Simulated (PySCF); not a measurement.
# AlHBrF (SMILES [F][AlH][Br]) at NEVPT2(6,6)/cc-pVDZ

What is the vertical singlet–triplet gap of AlHBrF at NEVPT2(6,6)/cc-pVDZ? The job is set up through a Python script.

The calculation is run with PySCF 2.14.0.

2 further runs of the same task are left out: 2 that didn't finish.

## 1. The structure to begin with

AlHBrF: 4 atoms, total charge 0, spin state singlet. As SMILES, `[F][AlH][Br]`. Geometry: relaxed at PBE0-D4/def2-TZVP.

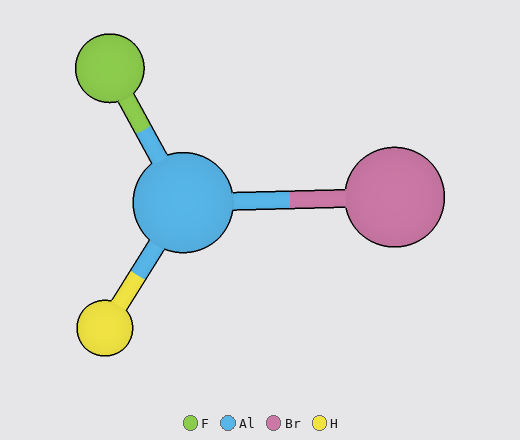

Viewed from a chosen angle; fluorine green, aluminium blue, bromine pink, hydrogen yellow.

## 2. A single-point energy at NEVPT2(6,6)/cc-pVDZ

input.py

```python
# [F][AlH][Br]
import numpy
from pyscf import gto, scf, mp, mcscf, mrpt

mol = gto.M(
    atom=[
    ('F', (0.779100, -0.805100, 1.280100)),
    ('Al', (0.132300, 0.076200, 0.056400)),
    ('Br', (-1.566600, -0.822700, -1.088000)),
    ('H', (0.710500, 1.491300, -0.268800)),
],
    verbose=4,
    basis='cc-pvdz',
    spin=0,
    max_memory=1860,
)

myscf = scf.RHF(mol)
myscf.conv_tol = 1e-10
myscf.kernel()
if not myscf.converged:
    myscf = myscf.newton().run(myscf.mo_coeff, myscf.mo_occ)

pt = mp.MP2(scf.addons.convert_to_uhf(myscf)).run()
noons, natorbs = mcscf.addons.make_natural_orbitals(pt)
print('natural occupations', numpy.round(noons[:40], 4))
cas = mcscf.CASSCF(myscf, 6, 6)
cas.fix_spin_(ss=0.0)
cas.natorb = True
cas.kernel(natorbs)
e_pt2 = mrpt.NEVPT(cas).kernel()
e_tot = cas.e_tot + e_pt2
print(f'total energy: {e_tot:.8f} hartree')
```

Run with:

```bash
$ OMP_NUM_THREADS=1 python input.py
```

The program printed:

```text
PySCF version 2.14.0

[INPUT] num. atoms = 4
[INPUT] num. electrons = 58
[INPUT] charge = 0
[INPUT] spin (= nelec alpha-beta = 2S) = 0
[INPUT] symmetry False subgroup None
[INPUT] Mole.unit = angstrom
[INPUT] Symbol           X                Y                Z      unit          X                Y                Z       unit  Magmom
[INPUT]  1 F      0.779100000000  -0.805100000000   1.280100000000 AA    1.472285623649  -1.521418502887   2.419038412056 Bohr   0.0
[INPUT]  2 Al     0.132300000000   0.076200000000   0.056400000000 AA    0.250010766280   0.143997130692   0.106580553425 Bohr   0.0
[INPUT]  3 Br    -1.566600000000  -0.822700000000  -1.088000000000 AA   -2.960444946744  -1.554677682680  -2.056022023527 Bohr   0.0
[INPUT]  4 H      0.710500000000   1.491300000000  -0.268800000000 AA    1.342650411503   2.818148569564  -0.507958382283 Bohr   0.0

[... 46 lines left out ...]
converged SCF energy = -2914.46603927859
[... 34 lines left out ...]
sorting_mo_energy = False
[... 36 lines left out ...]
1-step CASSCF converged in  11 macro (156 JK  37 micro) steps
[... 2 lines left out ...]
Natural orbital (expansion on meta-Lowdin AOs) in CAS space
[... 83 lines left out ...]
CASSCF energy = -2914.51041388569
[... 6 lines left out ...]
Natural orbital (expansion on meta-Lowdin AOs) in CAS space
[... 91 lines left out ...]
Nevpt2 Energy = -0.341642410759491
total energy: -2914.85205630 hartree
```

Wall time 10 s (1 thread of Arm Neoverse V1, shared host); peak memory 0.2 GiB.

## 3. The triplet at the same level

calc.py

```python
import numpy
from pyscf import gto, scf, mp, mcscf, mrpt

system = gto.Mole()
system.atom = '''
F      1.472286    -1.521419     2.419038
Al     0.250011     0.143997     0.106581
Br    -2.960445    -1.554678    -2.056022
H      1.342650     2.818149    -0.507958
'''
system.verbose = 4
system.max_memory = 1860
system.unit = 'bohr'
system.spin = 2
system.basis = 'cc-pvdz'
system.build()

hf = scf.ROHF(system)
hf.conv_tol = 1e-10
hf.kernel()
if not hf.converged:
    hf = hf.newton().run(hf.mo_coeff, hf.mo_occ)

pt = mp.MP2(scf.addons.convert_to_uhf(hf)).run()
noons, natorbs = mcscf.addons.make_natural_orbitals(pt)
print('natural occupations', numpy.round(noons[:40], 4))
cas = mcscf.CASSCF(hf, 6, 6)
cas.fix_spin_(ss=2.0)
cas.natorb = True
cas.kernel(natorbs)
e_pt2 = mrpt.NEVPT(cas).kernel()
e_tot = cas.e_tot + e_pt2
print('Final energy', e_tot)
```

Run with:

```bash
$ OMP_NUM_THREADS=1 python calc.py
```

The program printed:

```text
PySCF version 2.14.0

[INPUT] num. atoms = 4
[INPUT] num. electrons = 58
[INPUT] charge = 0
[INPUT] spin (= nelec alpha-beta = 2S) = 2
[INPUT] symmetry False subgroup None
[INPUT] Mole.unit = bohr
[INPUT] Symbol           X                Y                Z      unit          X                Y                Z       unit  Magmom
[INPUT]  1 F      0.779100199157  -0.805100263061   1.280099781949 AA    1.472286000000  -1.521419000000   2.419038000000 Bohr   0.0
[INPUT]  2 Al     0.132300123679   0.076199930841   0.056400236317 AA    0.250011000000   0.143997000000   0.106581000000 Bohr   0.0
[INPUT]  3 Br    -1.566600028182  -0.822700167919  -1.087999987550 AA   -2.960445000000  -1.554678000000  -2.056022000000 Bohr   0.0
[INPUT]  4 H      0.710499782242   1.491300227777  -0.268799797705 AA    1.342650000000   2.818149000000  -0.507958000000 Bohr   0.0

[... 70 lines left out ...]
converged SCF energy = -2914.18578344459
[... 34 lines left out ...]
sorting_mo_energy = False
[... 88 lines left out ...]
1-step CASSCF converged in  37 macro (717 JK 139 micro) steps
[... 2 lines left out ...]
Natural orbital (expansion on meta-Lowdin AOs) in CAS space
[... 82 lines left out ...]
CASSCF energy = -2914.25300779144
[... 6 lines left out ...]
Natural orbital (expansion on meta-Lowdin AOs) in CAS space
[... 90 lines left out ...]
Nevpt2 Energy = -0.352828778346906
Final energy -2914.6058365697904
```

Wall time 30 s (1 thread of Arm Neoverse V1, shared host); peak memory 0.2 GiB.

## 4. What came out

At NEVPT2(6,6)/cc-pVDZ:

| quantity | value |
| --- | --- |
| singlet: total energy | -2914.85206 Eh |
| singlet: dipole moment (Hartree–Fock density) | 1.49 D |
| singlet: HOMO energy (Hartree–Fock orbitals) | -11.80 eV |
| singlet: LUMO energy (Hartree–Fock orbitals) | 1.46 eV |
| singlet: HOMO–LUMO gap (Hartree–Fock orbitals) | 13.27 eV |
| triplet: total energy | -2914.60584 Eh |
| triplet: dipole moment (Hartree–Fock density) | 2.14 D |
| vertical energy of the triplet above the singlet | 6.700 eV |

At this shape the triplet lies 6.70 eV (646 kJ/mol) above the singlet. Mulliken charges (triplet) of the mean-field density run from -0.53 on F1 to +0.41 on Al2.
